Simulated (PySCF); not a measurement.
Run report: C5H9FOSi, NMR shielding calculation

System: C5H9FOSi.
Method: GIAO PBE0/pcSseg-1 NMR shielding, non-relativistic, gas phase (PySCF 2.14.0).

The geometry comes from this level: GFN2-xTB. It belongs to a series of runs on one base structure; here: H on C replaced by CH2F. Figures and captions count atoms from 1; the log counts them from 0 in places.

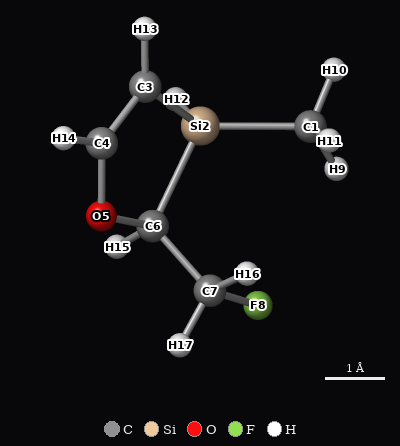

The input geometry (ball-and-stick view, seen at a tilt; atoms are numbered from 1 in the order of the input). Bond lengths as drawn: C–C 1.34 to 1.52 Å, C–F 1.37 Å, C–H 1.07 to 1.10 Å, C–O 1.34 to 1.43 Å, C–Si 1.87 to 1.94 Å and H–Si 1.47 Å.

## Key numbers

- outcome: converged
- total energy: −659.906166 hartree
- HOMO: −6.77 eV
- LUMO: 0.16 eV
- dipole moment: 1.14 D
- isotropic shielding, C: 16.5 to 191.9 ppm
- isotropic shielding, Si: 358.5 ppm
- isotropic shielding, O: 177.1 ppm
- isotropic shielding, F: 427.7 ppm
- isotropic shielding, H: 24.6 to 31.4 ppm
- hardware: 1 CPU thread, shared host
- wall time: 36 s
- peak memory: 0.89 GiB

## The input
```
{"job": {"kind": "nmr", "xc": "PBE0", "basis": "pcSseg-1"}, "charge": 0, "multiplicity": 1}
C      1.701725    -1.294941    -0.271565
Si     0.625873     0.112836    -0.945482
C      0.864820     1.787023    -0.147791
C     -0.267123     2.146518     0.463809
O     -1.361498     1.365733     0.457911
C     -1.177259     0.122804    -0.229224
C     -1.475111    -0.997658     0.760103
F     -1.377204    -2.212575     0.127871
H      1.260287    -2.262710    -0.488797
H      2.685041    -1.268372    -0.729605
H      1.838464    -1.224012     0.804219
H      0.563061     0.086396    -2.413560
H      1.727981     2.424818    -0.133757
H     -0.436562     3.064366     1.009917
H     -1.935894     0.086178    -1.017813
H     -0.752371    -1.001240     1.581693
H     -2.491230    -0.923132     1.162163
```

The first line tells a small driver script what to run in PySCF; the rest is the geometry in Å.

Run as:
```bash
OMP_NUM_THREADS=1 python <driver script> task.json out
```

## Log
```
coarse grid: 14808 points
cycle   1  E = -659.7495591458  dE =  1.010e+00  |g| = 6.884e-01  |ddm| = 3.672e+00
cycle   2  E = -659.7016730310  dE =  4.789e-02  |g| = 8.758e-01  |ddm| = 1.018e+00
cycle   3  E = -659.8401686641  dE = -1.385e-01  |g| = 8.165e-02  |ddm| = 5.868e-01
cycle   4  E = -659.8412420499  dE = -1.073e-03  |g| = 3.300e-02  |ddm| = 7.347e-02
cycle   5  E = -659.8414806904  dE = -2.386e-04  |g| = 7.399e-03  |ddm| = 2.958e-02
cycle   6  E = -659.8414869508  dE = -6.260e-06  |g| = 5.123e-03  |ddm| = 1.009e-02
cycle   7  E = -659.8414931271  dE = -6.176e-06  |g| = 5.931e-04  |ddm| = 4.666e-03
final grid: 139128 points
cycle   8  E = -659.9061365902  dE = -3.331e-05  |g| = 1.204e-02  |ddm| = 2.675e-02
cycle   9  E = -659.9061028316  dE =  3.376e-05  |g| = 1.827e-02  |ddm| = 1.902e-02
cycle  10  E = -659.9061645217  dE = -6.169e-05  |g| = 2.179e-03  |ddm| = 1.201e-02
cycle  11  E = -659.9061656019  dE = -1.080e-06  |g| = 4.134e-04  |ddm| = 2.088e-03
cycle  12  E = -659.9061656335  dE = -3.160e-08  |g| = 1.639e-04  |ddm| = 4.338e-04
cycle  13  E = -659.9061656390  dE = -5.492e-09  |g| = 2.892e-05  |ddm| = 1.345e-04
cycle  14  E = -659.9061656392  dE = -1.789e-10  |g| = 7.274e-06  |ddm| = 3.207e-05
```

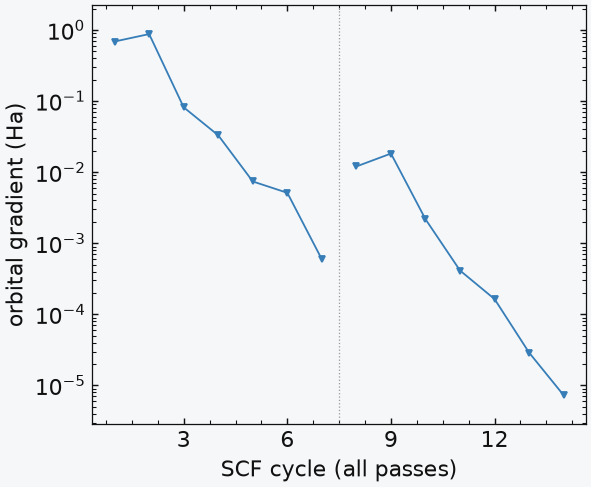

Convergence of the self-consistent field: orbital gradient against the SCF cycle. The dotted line marks the change from a coarse to the final integration grid. The first 7 cycles use a coarse grid, the final grid takes over at cycle 8, and the field converges after 14 cycles in all.

```
converged SCF energy = -659.9061656392

GIAO shielding tensors (ppm)
atom      isotropic    diamagn.    paramagn.     s11        s22        s33       span
  0 C      191.908     254.022     -62.113    185.914    194.593    195.218      9.304
  1 Si     358.463     881.388    -522.925    315.001    374.927    385.461     70.460
  2 C       92.397     262.635    -170.238    -10.380    120.375    167.196    177.576
  3 C       16.544     250.803    -234.259    -97.674     55.963     91.344    189.018
  4 O      177.119     397.302    -220.183     79.702    204.111    247.544    167.842
  5 C      117.328     255.075    -137.747     81.272     97.637    173.074     91.802
  6 C      102.815     242.937    -140.122     66.238     80.372    161.836     95.598
  7 F      427.732     473.238     -45.506    398.397    417.530    467.269     68.871
  8 H       31.070      30.675       0.395     25.564     29.741     37.904     12.341
  9 H       31.329      29.080       2.249     26.697     28.148     39.141     12.444
 10 H       31.419      31.885      -0.466     27.277     29.301     37.679     10.402
 11 H       26.517      29.385      -2.868     23.216     24.317     32.018      8.802
 12 H       26.851      31.279      -4.427     25.575     26.875     28.105      2.529
 13 H       24.640      29.227      -4.587     21.865     24.483     27.573      5.708
 14 H       27.380      31.682      -4.302     24.147     26.747     31.244      7.097
 15 H       27.138      30.924      -3.786     24.957     27.370     29.088      4.131
 16 H       26.588      28.525      -1.937     22.283     27.110     30.371      8.088
```

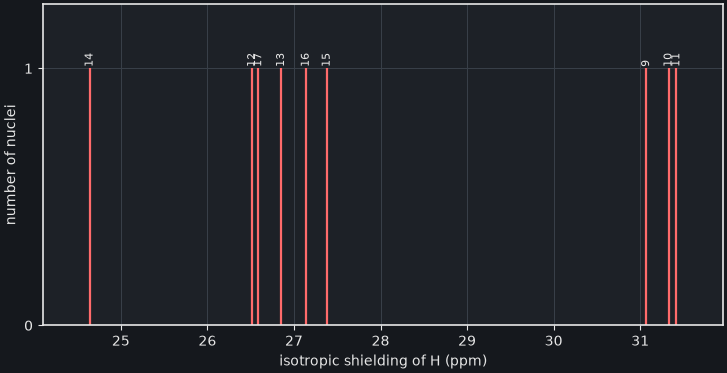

Isotropic shieldings of the hydrogen nuclei in this fixed geometry, labelled by atom number; shielding grows to the right, so chemical shift grows to the left. The least shielded is H14 (24.6 ppm), the most shielded H11 (31.4 ppm).

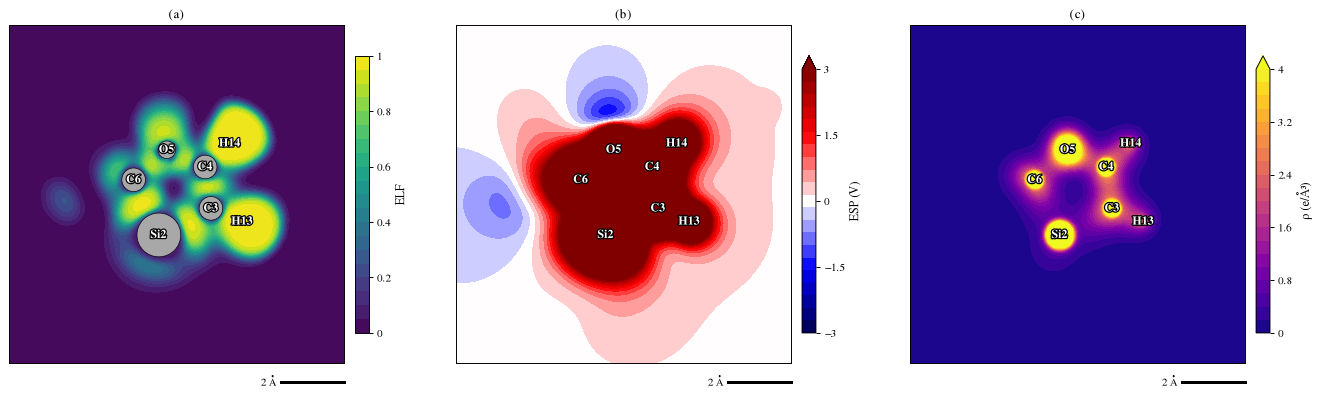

(a) ELF; (b) molecular electrostatic potential; (c) total electron density on the plane of atoms Si2, C3 and H13. Grey discs, where drawn, cover atomic cores. C–C (1.34 Å): ρ at the midpoint is about 2.3 e/Å³; the ELF peaks at about 0.90 between the atoms (a multiple bond by its length, whose ELF region spreads away from the axis). C–Si (1.87 Å): ρ is about 0.93 e/Å³ halfway; the ELF peaks at about 0.95 between the atoms (localised, shared-pair bonding).

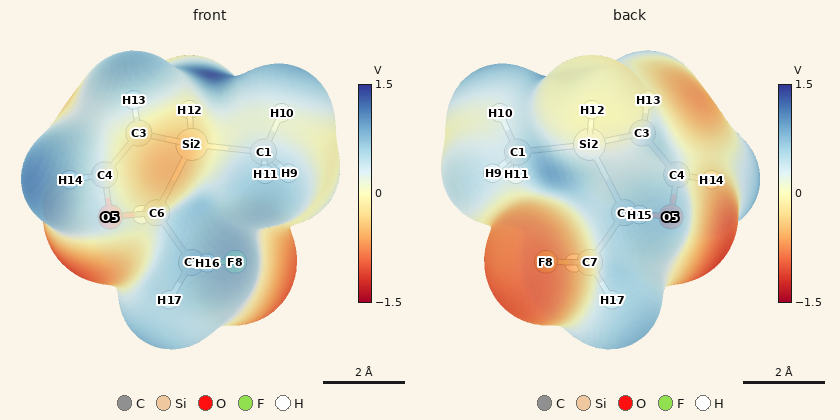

The molecular electrostatic potential painted on the density surface at 0.002 e/bohr³, seen at a tilt and from behind; red is negative and blue positive. Its dipole moment is 1.14 D.
